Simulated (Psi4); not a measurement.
**InH2F (SMILES [H][In]([H])[F]) at BHLYP/def2-SVPD (core potential)**

Aim: the vertical ionisation energy of InH2F at BHLYP/def2-SVPD (core potential), from 2 runs. 

The results are computed with Psi4 1.11.

### Step 1. The system as given

The species is InH2F (4 atoms), meant as a singlet with charge 0. As SMILES, `[H][In]([H])[F]`. The shape comes from GFN2-xTB, which is rough for such elements, and wasn't checked as a minimum.

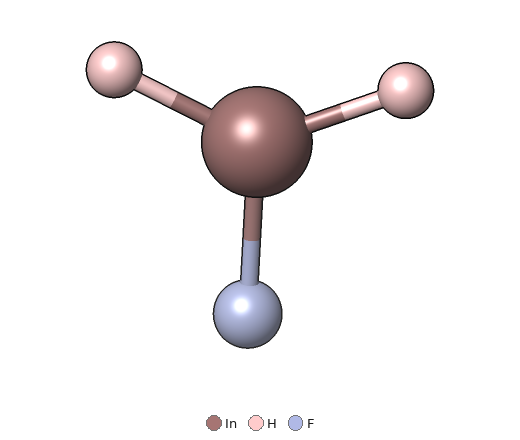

Viewed from a chosen angle; indium brown, hydrogen pink, fluorine light blue.

### Step 2. Energy and forces at BHLYP/def2-SVPD (core potential)

job.json reads:

```json
{
 "schema_name": "qcschema_input",
 "schema_version": 1,
 "molecule": {
  "schema_name": "qcschema_molecule",
  "schema_version": 2,
  "symbols": ["In", "H", "H", "F"],
  "geometry": [0.13073125, 0.22172157, -0.00035905, 3.30928839, -0.1394051, 0.02566248, -1.68457746, 2.85223923, -0.03564023, -1.75544219, -2.9345746, 0.0103179],
  "molecular_charge": 0,
  "molecular_multiplicity": 1,
  "fix_symmetry": "c1"
 },
 "driver": "gradient",
 "model": {
  "method": "bhhlyp",
  "basis": "def2-SVPD"
 },
 "keywords": {
  "reference": "rks",
  "puream": true,
  "e_convergence": 1e-09,
  "d_convergence": 1e-08,
  "scf_type": "pk",
  "dft_radial_points": 99,
  "dft_spherical_points": 590,
  "scf_properties": ["DIPOLE", "LOWDIN_CHARGES", "WIBERG_LOWDIN_INDICES"]
 }
}
```

Launch:

```console
$ psi4 --qcschema job.json -n 1 --memory 1600MB
```

stdout, shortened:

```text
[...]
    !!!  WARNING: ECP capability is in beta. Please check occupations closely.  !!!
[...]
  Running in c1 symmetry.
[...]
  Nuclear repulsion =   67.818386842361534
[...]
  Multiplicity = 1
[...]
  Nalpha       = 16
  Nbeta        = 16
[...]
    Number of basis functions: 71
[...]
   @RKS iter   1:  -290.86251369964850   -1.11303e+00   7.80992e-03 ADIIS/DIIS
[...]
   @RKS iter  10:  -290.98596500591441   -1.47793e-12   2.44631e-09 DIIS
[...]
    Orbital Energies [Eh]
    ---------------------
    Doubly Occupied:
       1A    -25.236274     2A     -4.977363     3A     -3.331554
       4A     -3.321149     5A     -3.319873     6A     -1.227326
       7A     -0.905661     8A     -0.900562     9A     -0.898037
      10A     -0.896421    11A     -0.891202    12A     -0.521940
      13A     -0.451434    14A     -0.445309    15A     -0.425880
      16A     -0.365497
[...]
  @RKS Final Energy:  -290.98596500591441
   => Energetics <=
    Nuclear Repulsion Energy =             67.8183868423615337
    One-Electron Energy =                -611.0236207775111552
    Two-Electron Energy =                 266.7716365364414628
    DFT Exchange-Correlation Energy =     -14.5523676072062500
    Empirical Dispersion Energy =           0.0000000000000000
    VV10 Nonlocal Energy =                  0.0000000000000000
    Total Energy =                       -290.9859650059144087
[...]
 Multipole Moments:
 ------------------------------------------------------------------------------------
     Multipole            Electronic (a.u.)      Nuclear  (a.u.)        Total (a.u.)
 ------------------------------------------------------------------------------------
 L = 1.  Multiply by 2.5417464519 to convert [e a0] to [Debye]
 Dipole X            :          8.1083726           -7.4990949            0.6092777
 Dipole Y            :         13.5822996          -12.5579183            1.0243813
 Dipole Z            :         -0.0443249            0.0412730           -0.0030520
 Magnitude           :                                                    1.1918833
[...]
  -Total Gradient:
     Atom            X                  Y                   Z
    ------   -----------------  -----------------  -----------------
       1       -0.007105206852    -0.011097892584     0.000058138236
       2       -0.003890504281     0.003026655069    -0.000062262284
       3        0.004758194717    -0.002291531841     0.000045071966
       4        0.006239921724     0.010366880674    -0.000040955467
[...]
```

The result, in JSON:

```text
{
 "driver": "gradient",
 "model": {
  "method": "bhhlyp",
  "basis": "def2-SVPD"
 },
 "success": true,
 "return_result": [-0.007105206851682255, -0.011097892583526413, 5.813823637962692e-05, -0.0038905042813748153, 0.003026655069300251, -6.226228404484829e-05, 0.004758194717010736, -0.0022915318408695123, 4.5071965504712356e-05, 0.006239921723608656, 0.010366880674342051, -4.095546658966235e-05],
 "properties": {
  "calcinfo_nbasis": 71,
  "calcinfo_nmo": 71,
  "calcinfo_nalpha": 16,
  "calcinfo_nbeta": 16,
  "calcinfo_natom": 4,
  "nuclear_repulsion_energy": 67.81838684236153,
  "return_energy": -290.9859650059144,
  "return_gradient": [-0.007105206851682255, -0.011097892583526413, 5.813823637962692e-05, -0.0038905042813748153, 0.003026655069300251, -6.226228404484829e-05, 0.004758194717010736, -0.0022915318408695123, 4.5071965504712356e-05, 0.006239921723608656, 0.010366880674342051, -4.095546658966235e-05],
  "scf_one_electron_energy": -611.0236207775112,
  "scf_two_electron_energy": 266.77163653644146,
  "scf_xc_energy": -14.55236760720625,
  "scf_dipole_moment": [0.6092777451218376, 1.024381324873369, -0.0030519871593031878],
  "scf_total_energy": -290.9859650059144,
  "scf_total_gradient": [-0.007105206851682255, -0.011097892583526413, 5.813823637962692e-05, -0.0038905042813748153, 0.003026655069300251, -6.226228404484829e-05, 0.004758194717010736, -0.0022915318408695123, 4.5071965504712356e-05, 0.006239921723608656, 0.010366880674342051, -4.095546658966235e-05],
  "scf_iterations": 10
 }
}
```

Wall time 12 s (1 thread of Intel Xeon Platinum 8259CL at 2.50GHz (Skylake/Cascade Lake), shared host); peak memory 0.69 GiB.

### Step 3. The doublet cation

fh2in.xyz reads:

```xyz
4
FH2In
In     0.069180     0.117330    -0.000190
H      1.751200    -0.073770     0.013580
H     -0.891440     1.509340    -0.018860
F     -0.928940    -1.552910     0.005460
```

fh2in.py reads:

```python
import psi4

psi4.set_memory(1600000000)
psi4.set_num_threads(1)
psi4.set_output_file('psi4.out', False)

with open('fh2in.xyz') as f:
    atoms = ''.join(f.readlines()[2:])
geom = psi4.geometry('1 2\n' + atoms + 'symmetry c1')

psi4.set_options({
    'basis': 'def2-SVPD',
    'reference': 'uks',
    'puream': True,
    'e_convergence': 1e-09,
    'd_convergence': 1e-08,
    'scf_type': 'pk',
    'dft_radial_points': 99,
    'dft_spherical_points': 590,
    'maxiter': 200,
})

e_tot, wfn = psi4.gradient('bhhlyp', molecule=geom, return_wfn=True)
psi4.oeprop(wfn, 'MULLIKEN_CHARGES', 'MAYER_INDICES', 'QUADRUPOLE', title='BHHLYP')
print('gradient / Eh bohr^-1')
print(e_tot.np.round(6))
print(f'energy = {wfn.energy():.10f} Eh')
```

Launch:

```console
$ python fh2in.py
```

psi4.out, shortened:

```text
[...]
    !!!  WARNING: ECP capability is in beta. Please check occupations closely.  !!!
[...]
  Running in c1 symmetry.
[...]
  Nuclear repulsion =   67.818386914689327
[...]
  Multiplicity = 2
[...]
  Nalpha       = 16
  Nbeta        = 15
[...]
    Number of basis functions: 71
[...]
   @UKS iter   1:  -290.44562192690051   -7.12997e-01   7.57919e-03 DIIS/ADIIS
[...]
   @UKS iter  14:  -290.56935821030817   -8.52651e-13   6.75044e-09 DIIS
[...]
   @S^2 Observed:                7.924278326E-01
[...]
  @UKS Final Energy:  -290.56935821030817
   => Energetics <=
    Nuclear Repulsion Energy =             67.8183869146893272
    One-Electron Energy =                -602.3335048217617214
    Two-Electron Energy =                 258.3286201843398544
    DFT Exchange-Correlation Energy =     -14.3828604875756394
    Empirical Dispersion Energy =           0.0000000000000000
    VV10 Nonlocal Energy =                  0.0000000000000000
    Total Energy =                       -290.5693582103081667
[...]
  -Total Gradient:
     Atom            X                  Y                   Z
    ------   -----------------  -----------------  -----------------
       1        0.025298185508     0.042179754441    -0.000144453036
       2       -0.023998628712    -0.005055435116    -0.000137576328
       3        0.006827345658    -0.023662360051     0.000241942894
       4       -0.008124547510    -0.013457931373     0.000040077784
[...]
 Multipole Moments:
 ------------------------------------------------------------------------------------
     Multipole            Electronic (a.u.)      Nuclear  (a.u.)        Total (a.u.)
 ------------------------------------------------------------------------------------
 L = 1.  Multiply by 2.5417464519 to convert [e a0] to [Debye]
 Dipole X            :          8.5355050           -7.4990949            1.0364101
 Dipole Y            :         14.2832645          -12.5579183            1.7253462
 Dipole Z            :         -0.0470321            0.0412730           -0.0057591
 Magnitude           :                                                    2.0127093
 L = 2.  Multiply by 1.3450342976 to convert [e a0^2] to [Debye ang]
 Quadrupole XX       :        -56.1093798           39.5578022          -16.5515776
 Quadrupole XY       :        -40.4910862           37.8477634           -2.6433227
[...]
```

On the terminal:

```text
gradient / Eh bohr^-1
[[ 2.5298e-02  4.2180e-02 -1.4400e-04]
 [-2.3999e-02 -5.0550e-03 -1.3800e-04]
 [ 6.8270e-03 -2.3662e-02  2.4200e-04]
 [-8.1250e-03 -1.3458e-02  4.0000e-05]]
energy = -290.5693582103 Eh
```

Run time: 20 s. Hardware: 1 thread of Intel Xeon Platinum 8259CL at 2.50GHz (Skylake/Cascade Lake), shared host; peak memory 0.69 GiB.

### Step 4. What came out

At BHLYP/def2-SVPD (core potential):

```
                                          quantity          value
                       singlet InH2F: total energy  -290.98597 Eh
                      singlet InH2F: dipole moment         3.03 D
                        singlet InH2F: HOMO energy       -9.95 eV
                        singlet InH2F: LUMO energy       -1.26 eV
                      singlet InH2F: HOMO–LUMO gap        8.68 eV
           singlet InH2F: largest force on an atom     0.678 eV/Å
                      doublet cation: total energy  -290.56936 Eh
doublet cation: HOMO energy (highest over α and β)      -17.63 eV
 doublet cation: LUMO energy (lowest over α and β)      -12.75 eV
                              doublet cation: ⟨S²⟩          0.792
          doublet cation: largest force on an atom     2.529 eV/Å
vertical ionisation energy (to the doublet cation)      11.336 eV
```

The vertical ionisation energy comes to 11.34 eV (261 kcal/mol). The largest force (singlet InH2F) is 0.68 eV/Å: the shape isn't a stationary point for this species at this level. −ε(HOMO) before ionisation, 9.95 eV, is 1.39 eV below this ionisation energy.
